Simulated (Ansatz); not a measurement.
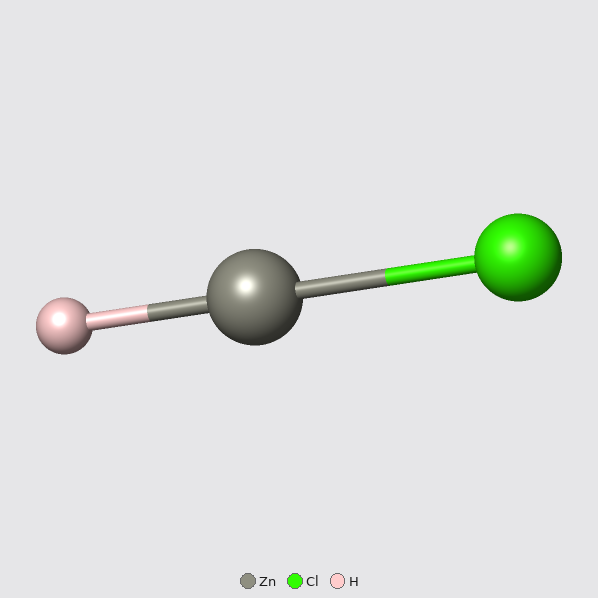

A metal compound. Charge 0, singlet. The computed structure is the end point of a PBE0-D4/def2-TZVP optimisation.

What is the coordination number of the metal, and which atoms bind to it?

Zn binds 2 atoms: 1 Cl at 2.10 Å, 1 H at 1.52 Å. The arrangement is linear.

Give the formal oxidation state and the d-electron count.

Zn(II), d¹⁰, counting the ligands as closed-shell ions or neutral donors.
